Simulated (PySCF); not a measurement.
C₁₀H₁₀O₂, SMILES c1coc(CCc2ccco2)c1, GFN2-xTB optimised geometry. Atoms within 1.6 Å of the plane z = 0.0 Å (x, y, z in Å): C2 (-3.07, -3.28, 1.23), O3 (-2.41, -2.11, 1.13), C4 (-1.13, -2.33, 1.52), C5 (-0.17, -1.20, 1.48), C6 (0.35, -0.97, 0.04), C7 (1.34, 0.14, 0.00), C8 (2.70, 0.14, 0.00), C9 (3.10, 1.50, -0.01), C10 (1.95, 2.22, -0.01), O11 (0.88, 1.41, 0.00), H14 (-4.10, -3.28, 0.96), H17 (-0.50, -0.73, -0.60), H18 (0.82, -1.88, -0.32), H19 (3.34, -0.72, 0.00), H20 (4.10, 1.88, -0.01), H21 (1.77, 3.28, -0.01).

Computed with PBE0/def2-SVP in PySCF. Cells within 0.4 Å of a nucleus heavier than hydrogen are left out (blank, or x).

Map of the log10 of the electron density (e/bohr³), floored at −4 on the plane z = 0.0 Å:

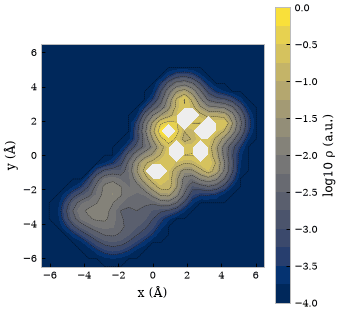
Figure: Log10 of the electron density (e/bohr³), floored at −4 on the plane z = 0.0 Å.
